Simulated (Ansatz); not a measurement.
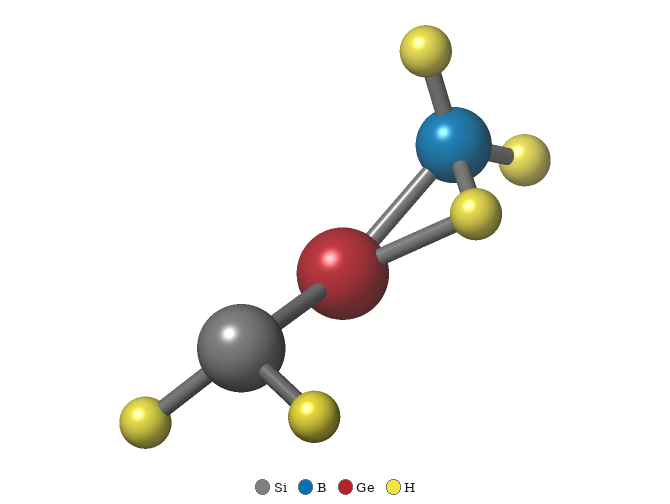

Rendered structure (ball-and-stick style). Every bond is drawn as one stick, whatever its order.

Computed geometry: PBE0-D4/def2-TZVP optimisation. No frequency run is at hand to confirm it as a minimum.

**What is the molecular formula?**

BGeH5Si, 8 atoms: 1 boron, 1 germanium, 5 hydrogen and 1 silicon.

**How many sets of symmetry-equivalent atoms are there?**

8: 1 Si, 1 B, 1 Ge, 1 H, 1 H, 1 H, 1 H, 1 H.

**Give the symmetry (Schoenflies symbol).**

C1.

**How many bonds of each kind are drawn?**

3 B–H, 2 Si–H, 1 B–Ge, 1 Ge–Si, 1 Ge–H. Sticks follow a distance rule.

More results for the same structure follow; atom numbers are the same in all pictures, views and colours differ.

### Shape

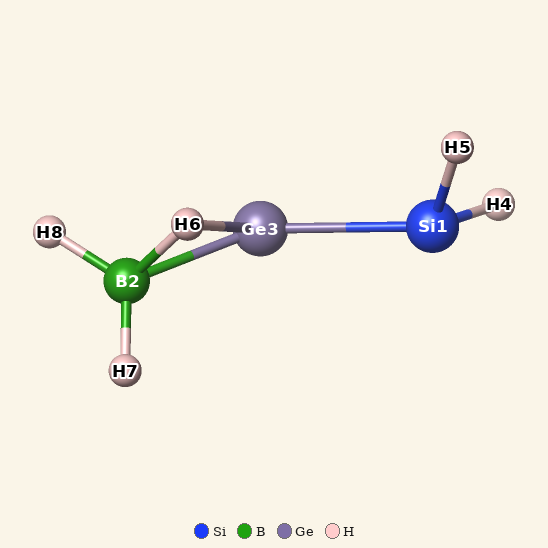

Atoms carry their numbers in the input. No frequency run is at hand to confirm it as a minimum.

Give the bond lengths.

```json
{"bond": "Si1–Ge3", "length (Å)": "2.256"}
{"bond": "Si1–H4", "length (Å)": "1.491"}
{"bond": "Si1–H5", "length (Å)": "1.491"}
{"bond": "B2–Ge3", "length (Å)": "1.977"}
{"bond": "B2–H6", "length (Å)": "1.329"}
{"bond": "B2–H7", "length (Å)": "1.194"}
{"bond": "B2–H8", "length (Å)": "1.193"}
{"bond": "Ge3–H6", "length (Å)": "1.837"}
```

### Electronic properties

No frequency run is at hand to confirm it as a minimum. Level of theory: RKS PBE0-D4/def2-TZVPP (Ansatz 0.2.0).

**What is the HOMO energy (Kohn–Sham orbital)?**

−6.41 eV.

**Give the LUMO energy (Kohn–Sham orbital) at this level.**

−2.74 eV.

**What is the dispersion correction?**

−13.5 kJ/mol.

### Charges

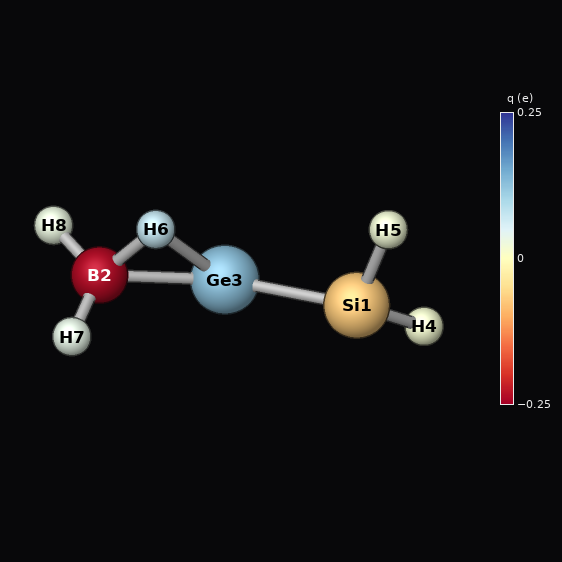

Atoms are coloured by their Mulliken charges. No frequency run is at hand to confirm it as a minimum. Properties computed with RKS PBE0-D4/def2-TZVP (Ansatz 0.2.0).

**Which atom carries the highest charge (most positive or least negative)?**

Ge3 (0.13 e).

**And the lowest?**

B2 (−0.24 e).

Give the Mulliken charges atom by atom.

| atom | value (e) |
| --- | --- |
| Si1 | −0.07 |
| B2 | −0.24 |
| Ge3 | 0.13 |
| H4 | 0.02 |
| H5 | 0.02 |
| H6 | 0.08 |
| H7 | 0.04 |
| H8 | 0.03 |

### Dipole moment

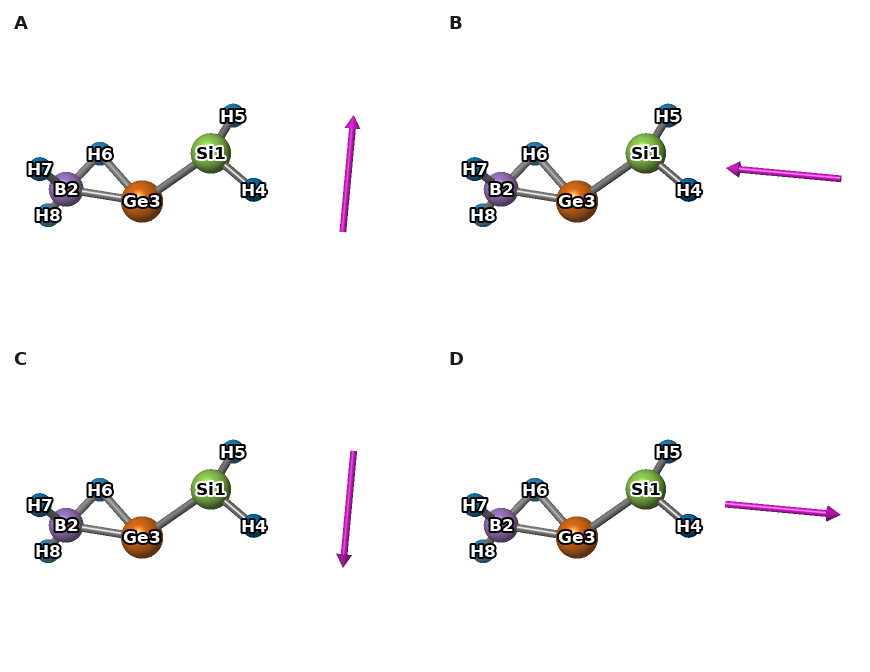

The same molecule four times, each with an arrow. No frequency run is at hand to confirm it as a minimum. Method: RKS PBE0-D4/def2-TZVP (Ansatz 0.2.0).

**Which arrow points along the dipole moment, from the negative to the positive end?**

D. The dipole moment is 1.42 D; it points from the side of H7, H8 to the side of H4 (the outermost atoms at the two ends).

Mulliken values depend strongly on the basis set and can even reverse the polarity of a bond.
